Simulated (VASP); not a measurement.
Band structure of GaSb (relaxed from the WC structure, space group P-6m2). Level of theory: r2SCAN meta-GGA, VASP's PBE PAW potentials (set 64) (plane waves; VASP 6.6.1).

Unless said otherwise, spin-orbit coupling is left out, though it shifts the bands of the heavy elements here.

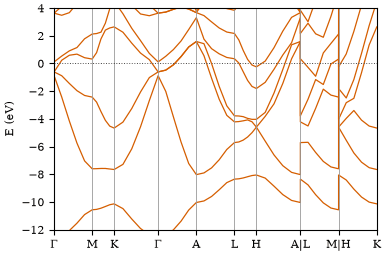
*Bands along high-symmetry lines, zero at the valence-band maximum or, without a gap, the Fermi level*

### Question
Read the plot: is there a gap, and where are the band edges?

### Answer
It has no gap at this level: it comes out as a metal or semimetal.

The structure was generated: GaSb was put into the WC type (P-6m2), which need not be its known phase. It was relaxed first, which changed the volume by +14 %.
